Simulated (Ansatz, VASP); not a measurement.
## Cross-check of NaCdCuS2 between VASP and Ansatz

Wanted: the spread between two codes on one cell, functional and k mesh. The cell is invented: As first built, before any earlier steps moved the atoms: it takes the NaLiCdS2 structure with some of its atoms replaced by other elements, volume scaled by an estimate. It may not be a known or stable phase. The cell comes out of the VASP series on this material, whose earlier steps may have relaxed, scaled or displaced it; both programs get it as it stands.

Calculated with Ansatz 0.2.0; plane waves, with VASP 6.6.1 beside it; relaxation of cell and atoms at BLYP with D3(BJ) and band structure at HSE06.

## Step 1: The starting structure

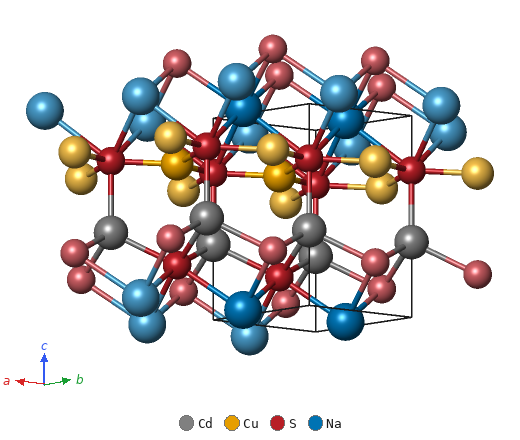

Start, viewed from a free direction; cadmium grey, copper orange, sulfur red, sodium blue. 2×1×1 cells are drawn. Some periodic images of atoms are drawn too.

## Step 2: Ansatz: relaxation of cell and atoms, BLYP with D3(BJ)

Ansatz runs on its default PAW (the set named soft_2) files.

The relaxed volume is the usual yardstick between codes: its relative difference is about their pressure difference at one cell divided by the bulk modulus.

File input.yaml:

```yaml
crystal:
  lattice:
    - [3.9477198238, 0.0, 0.0]
    - [-1.9738599119, 3.4188250788, 0.0]
    - [0.0, 0.0, 7.1382958926]
  atoms:
    - { symbol: Cd, position: [0.0, 0.0, 0.373025498] }
    - { symbol: Cu, position: [0.66666667, 0.33333333, 0.7091475561] }
    - { symbol: S, position: [0.66666667, 0.33333333, 0.2081446564] }
    - { symbol: S, position: [0.0, 0.0, 0.7278188501] }
    - { symbol: Na, position: [0.33333333, 0.66666667, 0.9818644393] }
hamiltonian:
  xc: blyp
  pseudopotentials: { kind: paw }
  dispersion: d3bj
kpoints:
  mp_grid: { grid: [6, 6, 3] }
scf:
  occupations: { method: gaussian, width: 0.05 }
relax:
  f_tol: 0.01
  max_steps: 60
  cell: { stress_tol: 0.05 }
output:
  forces: true
  stress: true
```

Command:

```bash
$ ansatz run input.yaml --threads 4 --pin off --max-ram 9216MiB --backend cpu --events-out ev --progress --plain --runs-dir out
```

Numbers of over 12 decimals in the logs are rounded to 6 here.

Output:

```text
Engine: ansatz 0.2.0, aarch64-unknown-linux-gnu
Pseudopotentials: kind: paw
Pseudopotential: Cd, paw, valence charge 20, recommended cutoff 420 eV (normal), Cd.paw.azcp
Pseudopotential: Cu, paw, valence charge 19, recommended cutoff 420 eV (normal), Cu.paw.azcp
Pseudopotential: S, paw, valence charge 6, recommended cutoff 420 eV (normal), S.paw.azcp
Pseudopotential: Na, paw, valence charge 9, recommended cutoff 420 eV (normal), Na.paw.azcp
Functional definition: BLYP
  parameter beta = 0.0042
  parameter a = 0.04918
  parameter b = 0.132
  parameter c = 0.2533
  parameter d = 0.349
  exchange = b88_x(beta = beta)
  correlation = lyp_c(a = a, b = b, c = c, d = d)
Crystal: 5 atoms, lattice volume = 96.342 Å³
Basis set: ecut = 420 eV, 1907 PW (Γ), exchange–correlation on 54×54×96 points (8 copies of the dense FFT grid, shifted against one another)
Bands: 36, of which v1, the nominal top of the filled ones, is band 30 counted from 1 (29 counted from 0)
Symmetry: 6 space group operations
Space group: P3m1 (ITA 156), of the structure as read, at distance tolerance 4.6e-5 Å
k-points: 17 of 108 (time reversal used)
Non-local potential: Cd, projectors of the file, l = 0: 3, l = 1: 2, l = 2: 2, l = 3: 1
Non-local potential: Cu, projectors of the file, l = 0: 3, l = 1: 2, l = 2: 3, l = 3: 1
Non-local potential: S, projectors of the file, l = 0: 2, l = 1: 2, l = 2: 2
Non-local potential: Na, projectors of the file, l = 0: 3, l = 1: 2, l = 2: 1
PAW form: soft (Blöchl's): semilocal exchange-correlation on the pseudo side does not see the compensation charge
PAW frozen core: Cd, regenerated for the run's functional, and the local potential with it (the file was generated under x = pbe(κ = 0.804, μ = 0.219515), c = pbe(β = 0.066725))
PAW frozen core: Cu, regenerated for the run's functional, and the local potential with it (the file was generated under x = pbe(κ = 0.804, μ = 0.219515), c = pbe(β = 0.066725))
PAW frozen core: S, regenerated for the run's functional, and the local potential with it (the file was generated under x = pbe(κ = 0.804, μ = 0.219515), c = pbe(β = 0.066725))
PAW frozen core: Na, regenerated for the run's functional, and the local potential with it (the file was generated under x = pbe(κ = 0.804, μ = 0.219515), c = pbe(β = 0.066725))
PAW one-centre angular grid: Cd, 590 points (default); XC on 64 Gauss nodes
PAW one-centre angular grid: Cu, 590 points (default); XC on 64 Gauss nodes
PAW one-centre angular grid: S, 110 points (default); XC on 64 Gauss nodes
PAW one-centre angular grid: Na, 110 points (default); XC on 96 Gauss nodes
Initial density: superposition of atomic densities (neutral atoms: chi_scale 0, normalization atom), corrected by the library's trained network
Initial wavefunctions: pseudopotential atomic-orbital guess
Functional: x = b88, c = lyp
SCF iter   1: F=—  HF=-18214.095671 eV  |F-HF|=—  |Δ(HF+E_count)|=         —  Δρ=8.07e-3  dr2=9.42e-2  ethr=1.77e-3  ⟨swp⟩=6.4  Hψ=2406  notcnv=0
preconditioner: auto → Resta (q_TF=auto, 2.521 Å⁻¹)  ε∞=4.7  [insulator: Δε(μ)=0.441 eV  Ē_g=12.700 eV  σ=0.050 eV  W_gap=1.00  n_scr=22 (ndim 8)  ℏωp=24.5 eV  f_vac=0.046  D(μ)=0.00/eV (n_scr^D=0)  ε∞_Penn≈4.7]
SCF iter   2: F=—  HF=-18214.075130 eV  |F-HF|=—  |Δ(HF+E_count)|=   2.05e-2  Δρ=4.65e-3  dr2=1.65e-2  ethr=1.57e-4  ⟨swp⟩=2.0  Hψ=984  notcnv=0  defer=28
SCF iter   3: F=—  HF=-18214.073785 eV  |F-HF|=—  |Δ(HF+E_count)|=   1.35e-3  Δρ=4.54e-3  dr2=1.76e-2  ethr=2.74e-5  ⟨swp⟩=2.1  Hψ=1170  notcnv=0  defer=28
SCF iter   4: F=—  HF=-18214.069968 eV  |F-HF|=—  |Δ(HF+E_count)|=   3.82e-3  Δρ=9.35e-4  dr2=1.18e-3  ethr=2.74e-5  ⟨swp⟩=2.1  Hψ=812  notcnv=0  defer=28
SCF iter   5: F=—  HF=-18214.069825 eV  |F-HF|=—  |Δ(HF+E_count)|=   1.43e-4  Δρ=4.87e-4  dr2=1.64e-4  ethr=1.97e-6  ⟨swp⟩=2.0  Hψ=933  notcnv=0  defer=28
SCF iter   6: F=—  HF=-18214.069825 eV  |F-HF|=—  |Δ(HF+E_count)|=   5.39e-7  Δρ=1.07e-4  dr2=9.58e-6  ethr=2.73e-7  ⟨swp⟩=2.0  Hψ=848  notcnv=0  defer=28
SCF iter   7: F=—  HF=-18214.069792 eV  |F-HF|=—  |Δ(HF+E_count)|=   3.33e-5  Δρ=7.44e-5  dr2=3.56e-6  ethr=1.60e-8  ⟨swp⟩=2.0  Hψ=1060  notcnv=0  defer=28
SCF iter   8: F=—  HF=-18214.069792 eV  |F-HF|=—  |Δ(HF+E_count)|=   5.08e-7  Δρ=1.73e-5  dr2=3.00e-7  ethr=5.93e-9  ⟨swp⟩=2.0  Hψ=770  notcnv=0  defer=28
SCF iter   9: F=-18214.069792 eV  HF=-18214.069792 eV  |F-HF|=1.87e-8  |Δ(HF+E_count)|=   1.05e-8  Δρ=9.08e-6  dr2=6.29e-8  ethr=1.67e-10  ⟨swp⟩=4.0  Hψ=2047  notcnv=0
SCF 1 converged in 9 iterations: F = -18214.069792 eV  dr2 = 6.29e-8
  greatest PAW one-centre occupation: 1.000 electrons in one spin orbital (limit 2), on the Cd atom at site 0 (counted from 0), in its partial waves of l = 0
relax step   1: F+E_penalty+E_count = -18214.06979209 eV  Δ(F+E_penalty+E_count) = +0.000e0 eV  max|allowed force component| = 2.978e-2 eV/Å  Δτ_max = 0.0000 Å  P = +0.013 GPa  Ω = 96.342 Å³  (9 SCF iters, dr2 threshold 1.00e-7 eV, accepted)
[...]
relax step   2: F+E_penalty+E_count = -18214.07002550 eV  Δ(F+E_penalty+E_count) = -2.334e-4 eV  max|allowed force component| = 1.227e-2 eV/Å  Δτ_max = 0.0063 Å  P = -0.013 GPa  Ω = 96.524 Å³  energy of the carried Pulay correction = -3.434e-5 eV  (6 SCF iters, dr2 threshold 5.54e-8 eV, accepted)
[...]
relax step   3: F+E_penalty+E_count = -18214.07006176 eV  Δ(F+E_penalty+E_count) = -3.626e-5 eV  max|allowed force component| = 4.635e-3 eV/Å  Δτ_max = 0.0018 Å  P = -0.010 GPa  Ω = 96.537 Å³  energy of the carried Pulay correction = -3.679e-5 eV  (5 SCF iters, dr2 threshold 9.41e-9 eV, accepted)
[...]
relax step   4: F+E_penalty+E_count = -18214.07007739 eV  Δ(F+E_penalty+E_count) = -1.563e-5 eV  max|allowed force component| = 4.646e-3 eV/Å  Δτ_max = 0.0000 Å  P = -0.009 GPa  Ω = 96.537 Å³  stress off target by 1.79e-2 GPa  SCF on the basis re-selected at this cell (its energy is not comparable with the rows above)  (6 SCF iters)
basis re-selected at this cell: Δ(F+E_penalty+E_count) = -1.563e-5 eV, ΔP = +0.000 GPa vs the last step (what re-selecting the basis moved, of the pressure what is left beyond the Pulay correction that the steps carried, after the strain that the cell walked since its last selection, with what the two solves' SCF thresholds leave and, on support functions, any second-order correction that the steps lacked; it is no m [...]
SCF converged after 6 iterations
Free energy (F): -18214.070077 eV
Harris-Foulkes:  -18214.070077 eV  (|F-HF|=1.13e-10)
Internal energy: -18214.070075 eV  (E = F + TS)
E sigma→0 (E₀):  -18214.070076 eV
Entropy (-TS):   -0.000003 eV (-0.001 meV/atom)
Fermi energy:    9.427240 eV
--- Per-component energies (eV) ---
  E_band       = -1136.514185
  E_kinetic    = 1146.550765
  E_local      = -10866.367570  (includes V_loc(G=0)·N_el)
  E_nonlocal   = 595.319205
  E_hartree    = 4796.691315
  E_xc         = -495.652097
  E_vxc        = -554.461385  (∫ρ·V_xc dr)
  E_paw        = -7260.672860  (= ΣΔE_a)
  E_vpaw       = -1050.938459  (= ΣTr[D̂ρ^β])
  E_aug_tail   = 0.000237  (compensation charges beyond the density's cutoff)
  E_ewald      = -6126.251903
  E_disp       = -3.806195  (pairwise vdW)
  E_core_change = 0.119029  (= ΣΔE_core)
  E_smearing   = -0.000003  (= −TS)
  E_closure    = 0.000000  (closes the sum)
  Σ components = -18214.070077   (vs F -18214.070077, Δ=0.00e0)
--- Forces (eV/Å), atoms counted from 1 ---
  atom   1  Cd    -0.00000000     0.00000000    -0.00305230
  atom   2  Cu     0.00000000     0.00000000     0.00464330
  atom   3  S      0.00000000    -0.00000000    -0.00073743
  atom   4  S     -0.00000000     0.00000000    -0.00215052
  atom   5  Na     0.00000000     0.00000000     0.00128375
  max |Σ_I F_I| component: 1.32e-5 eV/Å
--- Stress (GPa, compression-positive) ---
       -0.017932       0.000000       0.000000
        0.000000      -0.017932      -0.000000
        0.000000      -0.000000       0.007665
  P = ⅓ Tr σ = -0.0094 GPa (-0.094 kbar)
--- Relaxed structure (3 steps of the walk, 3 accepted, 1 SCFs on fresh bases) ---
  F+E_penalty+E_count = -18214.07007739 eV   max|allowed force component| = 4.646e-3 eV/Å   (the final SCF, on the basis selected at the relaxed cell)
  cell:  # Å, volume = 96.5371 Å³
    - [3.945565, 0, 1.3004190927201435e-18]
    - [-1.972783, 3.416960, -6.502095463600714e-19]
    - [2.3514275237412498e-18, 0.0, 7.160534]
  atoms:
    - { symbol: Cd, position: [1.7879467252577753e-17, -3.7007434119706026e-17, 0.373525] }
    - { symbol: Cu, position: [0.666667, 0.333333, 0.709033] }
    - { symbol: S, position: [0.666667, 0.333333, 0.208922] }
    - { symbol: S, position: [1.7574426233459783e-17, -3.7007434119706026e-17, 0.727003] }
    - { symbol: Na, position: [0.333333, 0.666667, 0.981518] }
```

The job ended after 5.6 s (4 threads of Arm Neoverse V1, shared host; peak memory 0.42 GiB; 20 s of CPU time).

## Step 3: VASP: relaxation of cell and atoms, BLYP with D3(BJ)

The same cell, functional (in two slightly different forms), mesh and smearing now go to VASP, with its own data sets and cutoff.

Lines of VASP's logs that name or quote its potential files are left out, and so is its time.

File INCAR:

```
SYSTEM = NaCdCuS2
PREC = Accurate
ENCUT = 400
EDIFF = 1E-06
NELM = 100
ISMEAR = 0
SIGMA = 0.05
LREAL = .FALSE.
ALGO = Normal
GGA = B5
ALDAX = 1
AGGAX = 1
AGGAC = 1
ALDAC = 0
IVDW = 12
VDW_S6 = 1
VDW_S8 = 2.6996
VDW_A1 = 0.4298
VDW_A2 = 4.2359
NBANDS = 27
LORBIT = 11
LWAVE = .FALSE.
LCHARG = .FALSE.
KPAR = 2
IBRION = 2
NSW = 60
ISIF = 3
EDIFFG = -0.01
```

File POSCAR:

```
NaCdCuS2
1.0
    3.9477198238      0.0000000000      0.0000000000
   -1.9738599119      3.4188250788      0.0000000000
    0.0000000000      0.0000000000      7.1382958926
Cd Cu S Na
1 1 2 1
Direct
    0.0000000000      0.0000000000      0.3730254980
    0.6666666700      0.3333333300      0.7091475561
    0.6666666700      0.3333333300      0.2081446564
    0.0000000000      0.0000000000      0.7278188501
    0.3333333300      0.6666666700      0.9818644393
```

File KPOINTS:

```
Automatic mesh
0
Gamma
6 6 3
0 0 0
```

Potentials, in the order of the species: Cd, Cu, S and Na_pv (PBE family, release 64).

Command:

```bash
$ mpirun -np 2 vasp_std
```

Output:

```text
[banner, memory and clock lines left out]
running    2 mpi-ranks, on    1 nodes
 distrk:  each k-point on    1 cores,    2 groups
 distr:  one band on    1 cores,    1 groups

 POSCAR found type information on POSCAR CdCuS Na
 POSCAR found :  4 types and       5 ions
|                                                                             |
|               ----> ADVICE to this user running VASP <----                  |
|                                                                             |
|     You enforced a specific xc type in the INCAR file but a different       |
|     [... a line on the potential file left out ...]
|     I HOPE YOU KNOW WHAT YOU ARE DOING!                                     |
|                                                                             |

 LDA part: xc-table for (Slater(with rela. corr.)+VWN5), standard interpolation
 POSCAR, INCAR and KPOINTS ok, starting setup
 FFT: planning ... GRIDC
 FFT: planning ... GRID_SOFT
 FFT: planning ... GRID
 WAVECAR not read
 entering main loop
       N       E                     dE             d eps       ncg     rms          rms(c)
DAV:   1     0.356804778308E+03    0.35680E+03   -0.17551E+04   918   0.149E+03
DAV:   2     0.177224630217E+02   -0.33908E+03   -0.32827E+03   941   0.396E+02
DAV:   3    -0.152584590713E+02   -0.32981E+02   -0.32472E+02  1151   0.132E+02
DAV:   4    -0.167268012187E+02   -0.14683E+01   -0.14613E+01  1172   0.273E+01
DAV:   5    -0.167842982338E+02   -0.57497E-01   -0.57471E-01  1311   0.513E+00    0.108E+01
DAV:   6    -0.153198683452E+02    0.14644E+01   -0.18325E+01  1417   0.627E+01    0.878E+00
DAV:   7    -0.147642820289E+02    0.55559E+00   -0.47606E+00  1292   0.536E+01    0.632E+00
DAV:   8    -0.147843388542E+02   -0.20057E-01   -0.49498E-01  1068   0.402E+00    0.243E+00
DAV:   9    -0.147766617831E+02    0.76771E-02   -0.79211E-02  1372   0.520E+00    0.344E-01
DAV:  10    -0.147763324082E+02    0.32937E-03   -0.15530E-02  1428   0.248E+00    0.147E-01
DAV:  11    -0.147764493114E+02   -0.11690E-03   -0.19904E-03  1289   0.580E-01    0.769E-02
DAV:  12    -0.147764739744E+02   -0.24663E-04   -0.57210E-04  1404   0.501E-01    0.621E-02
DAV:  13    -0.147764766138E+02   -0.26395E-05   -0.11086E-04  1412   0.197E-01    0.125E-02
DAV:  14    -0.147764795816E+02   -0.29678E-05   -0.15610E-05  1188   0.336E-02    0.555E-03
DAV:  15    -0.147764795007E+02    0.80977E-07   -0.15815E-06   894   0.131E-02
   1 F= -.18589904E+02 E0= -.18589904E+02  d E =-.185899E+02
[...]
2 F= -.18589990E+02 E0= -.18589990E+02  d E =-.857454E-04
[...]
3 F= -.18590020E+02 E0= -.18590019E+02  d E =-.115469E-03
 curvature:  -1.20 expect dE=-0.700E-04 dE for cont linesearch -0.285E-06
 trial: gam= 0.54597 g(F)=  0.193E-04 g(S)=  0.391E-04 ort =-0.527E-05 (trialstep = 0.128E+01)
 search vector abs. value=  0.874E-04
 bond charge predicted
       N       E                     dE             d eps       ncg     rms          rms(c)
DAV:   1    -0.147696752994E+02   -0.27647E-02   -0.21491E-02  1104   0.136E+00    0.113E-01
DAV:   2    -0.147696067300E+02    0.68569E-04   -0.26121E-03  1257   0.943E-01    0.603E-02
DAV:   3    -0.147695539542E+02    0.52776E-04   -0.48020E-04  1244   0.481E-01    0.395E-02
DAV:   4    -0.147695482177E+02    0.57365E-05   -0.34203E-05  1313   0.640E-02    0.252E-02
DAV:   5    -0.147695438773E+02    0.43404E-05   -0.41230E-06   980   0.343E-02    0.903E-03
DAV:   6    -0.147695429491E+02    0.92820E-06   -0.22968E-06   781   0.238E-02
   4 F= -.18590058E+02 E0= -.18590058E+02  d E =-.384140E-04
 trial-energy change:   -0.000038  1 .order   -0.000036   -0.000071   -0.000001
 step:   1.3004(harm=  1.3004)  dis= 0.00142  next Energy=   -18.590056 (dE=-0.361E-04)
 reached required accuracy - stopping structural energy minimisation
```

From OUTCAR (step 3):

```text
ion  position               nearest neighbor table
   1  0.000  0.000  0.373-   4 2.53   3 2.57   3 2.57   3 2.57
   2  0.667  0.333  0.709-   4 2.28   4 2.28   4 2.28
   3  0.667  0.333  0.208-   1 2.57   1 2.57   1 2.57   5 2.79   5 2.79   5 2.79
   4  0.000  0.000  0.728-   2 2.28   2 2.28   2 2.28   1 2.53
   5  0.333  0.667  0.982-   3 2.79   3 2.79   3 2.79

  LATTYP: Found a hexagonal cell.
 ALAT       =     3.9477198238
 C/A-ratio  =     1.8082073225

 Subroutine GETGRP returns: Found  6 space group operations
 (whereof  6 operations were pure point group operations)

The static configuration has the point symmetry C_3v.

 Found     17 irreducible k-points:

   k-points           NKPTS =     17   k-points in BZ     NKDIM =     17   number of bands    NBANDS=     27

   dimension x,y,z NGX =    28 NGY =   28 NGZ =   48
   dimension x,y,z NGXF=    56 NGYF=   56 NGZF=   96

   ENCUT  =  400.0 eV  29.40 Ry    5.42 a.u.   6.44  6.44 11.64*2*pi/ulx,y,z

   NELECT =      42.0000    total number of electrons

 k-points in reciprocal lattice and weights: Automatic mesh
   0.00000000  0.00000000  0.00000000       0.009
   0.16666667 -0.00000000  0.00000000       0.056
   0.33333333  0.00000000  0.00000000       0.056
   0.50000000  0.00000000  0.00000000       0.028
   0.16666667  0.16666667  0.00000000       0.056
   0.33333333  0.16666667  0.00000000       0.111
   0.33333333  0.33333333  0.00000000       0.019
   0.00000000  0.00000000  0.33333333       0.019
   0.16666667 -0.00000000  0.33333333       0.056
[...]
-0.16666667  0.50000000  0.33333333       0.111
   0.33333333  0.33333333  0.33333333       0.037

 Edisp (eV)   -3.82311

 average (electrostatic) potential at core
       1 -37.9755       2 -66.4043       3 -87.0511       4 -87.5296       5 -45.5019

 E-fermi :   4.6802

 k-point     1 :       0.0000    0.0000    0.0000
  band No.  band energies     occupation
    ...
     17       2.3761      2.00000
     18       2.7895      2.00000
     19       2.7895      2.00000
     20       4.5364      1.99995
     21       4.5364      1.99995
     22       4.8162      0.00012
     23       6.3851      0.00000
     24       9.3795      0.00000
     25      10.1364      0.00000
     26      10.1364      0.00000
    ...

 k-point     2 :       0.1667   -0.0000    0.0000
  band No.  band energies     occupation
    ...
     17       2.0995      2.00000
     18       2.5601      2.00000
     19       2.6741      2.00000
     20       3.5072      2.00000
     21       4.0823      2.00000
     22       5.7918      0.00000
     23       7.3254      0.00000
     24       9.1120      0.00000
     25       9.6702      0.00000
     26      10.1904      0.00000
    ...

 k-point     3 :       0.3333    0.0000    0.0000
  band No.  band energies     occupation
    ...
     17       2.0778      2.00000
     18       2.1903      2.00000
     19       2.5153      2.00000
     20       2.8974      2.00000
     21       3.3021      2.00000
     22       6.6051      0.00000
     23       7.4194      0.00000
     24       7.8942      0.00000
     25       9.4710      0.00000
     26      10.3242      0.00000
    ...

 Edisp (eV)   -3.82052

  Total       0.00858     0.00858    -0.00311     0.00000    -0.00000     0.00000
  in kB       0.14291     0.14291    -0.05176     0.00000    -0.00000     0.00000
  external pressure =        0.08 kB  Pullay stress =        0.00 kB

  energy-cutoff  :      400.00
  volume of cell :       96.18
      direct lattice vectors                 reciprocal lattice vectors
     3.944669472 -0.000000000 -0.000000000     0.253506664  0.146362166 -0.000000000
    -1.972334736  3.416183398  0.000000000     0.000000000  0.292724331 -0.000000000
     0.000000000  0.000000000  7.137213352    -0.000000000 -0.000000000  0.140110706

 POSITION                                       TOTAL-FORCE (eV/Angst)
 -----------------------------------------------------------------------------------
      0.00000      0.00000      2.66597        -0.000000     -0.000000     -0.005852
      1.97233      1.13873      5.06202         0.000000     -0.000000     -0.000243
      1.97233      1.13873      1.48123         0.000000      0.000000      0.003253
      0.00000      0.00000      5.19763        -0.000000      0.000000      0.004833
     -0.00000      2.27746      7.00479        -0.000000      0.000000     -0.001991
 -----------------------------------------------------------------------------------
    total drift:                               -0.000008     -0.000008      0.000003

  FREE ENERGIE OF THE ION-ELECTRON SYSTEM (eV)
  ---------------------------------------------------
  free  energy   TOTEN  =       -18.5900579573 eV

  energy  without entropy=      -18.5900576238  energy(sigma->0) =      -18.59005779

 reached required accuracy - stopping structural energy minimisation

 total charge
# of ion       s       p       d       tot
------------------------------------------
    1        0.429   0.318   9.573  10.320
    2        0.401   0.329   9.308  10.037
    3        1.340   2.436   0.000   3.776
    4        1.321   2.429   0.000   3.750
    5        0.058   5.992   0.000   6.050
--------------------------------------------------
tot          3.549  11.503  18.881  33.933

[... 3 further parts left out ...]
```

CONTCAR:

```
NaCdCuS2
   1.00000000000000
     3.9446694718248096   -0.0000000000000000   -0.0000000000000000
    -1.9723347359124048    3.4161833978347320    0.0000000000000000
     0.0000000000000000    0.0000000000000000    7.1372133519009324
  Cd              Cu              S               Na
     1     1     2     1
Direct
     0.0000000000000000    0.0000000000000000    0.3735315837718244
     0.6666666699999979    0.3333333300000021    0.7092428059162216
     0.6666666699999979    0.3333333300000021    0.2075360211793840
     0.0000000000000000    0.0000000000000000    0.7282440751370460
     0.3333333300000021    0.6666666699999979    0.9814465138955197
```

(Part 1 of 2 ends here.)

[Lines on the potential files, build, host, timing and source positions are cut from VASP's logs without a mark.]

[Logs are printed without paths, hosts, clocks, repeated set-up lines and the standing remarks that a program may print on its own settings, such as how far it seeks lower states.]

[Hosts, paths, dates, database ids (printed as entryN), source tags and the programs' standing remarks are cut or masked in the printed files.]
